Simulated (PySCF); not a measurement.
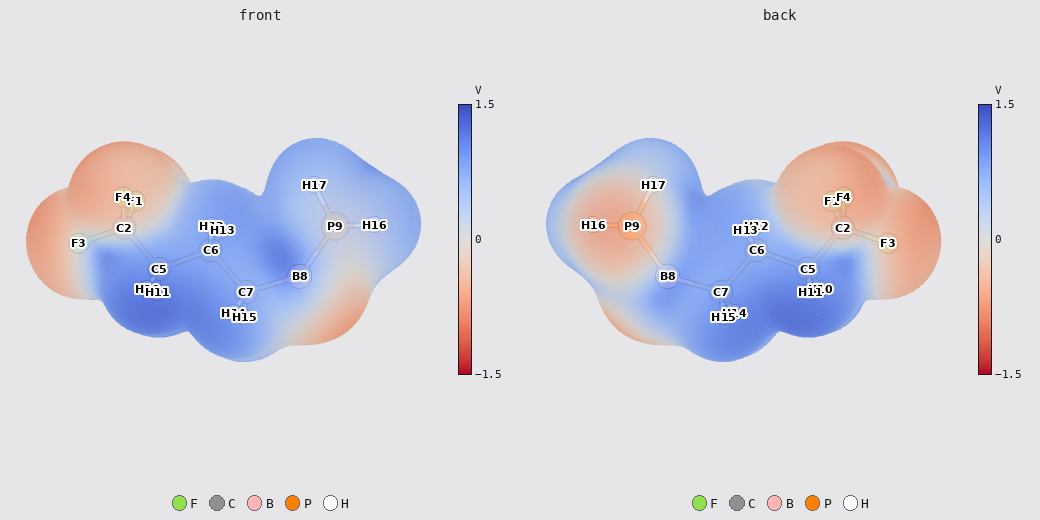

Figure 1: C$_{4}$H$_{8}$BF$_{3}$P (SMILES FC(F)(F)CCC[B]P) (doublet). The molecular electrostatic potential painted on the density surface at 0.002 e/bohr³, seen from the front and from behind; red is negative and blue positive.

Geometry: GFN2-xTB.

Level of theory: PySCF, UKS B3LYP, pcH-1 on B C F H P, non-relativistic, mean-field spin-orbit, GIAO.

```xyz
17

F    -2.1622    1.5294   -1.0144
C    -2.4090    0.8634    0.1236
F    -3.7173    0.5543    0.1040
F    -2.2451    1.7445    1.1229
C    -1.5364   -0.3634    0.2808
C    -0.0539    0.0125    0.3058
C     0.8374   -1.2287    0.4941
B     2.3689   -0.9422    0.4723
P     3.4180    0.3273   -0.2475
H    -1.8285   -0.8571    1.2100
H    -1.7550   -1.0301   -0.5558
H     0.1246    0.7152    1.1224
H     0.2104    0.5104   -0.6298
H     0.5283   -1.7373    1.4124
H     0.6179   -1.9324   -0.3168
H     4.5920    0.2944    0.4955
H     3.0029    1.5519    0.2600
```

> Which sites attract a positive test charge, and which a negative one?

A positive charge is drawn to the negative regions and a negative charge to the positive ones. The most negative region (about −0.7 V) lies over F1, F3 and F4, the most positive (about +1.2 V) over H10 and H11.
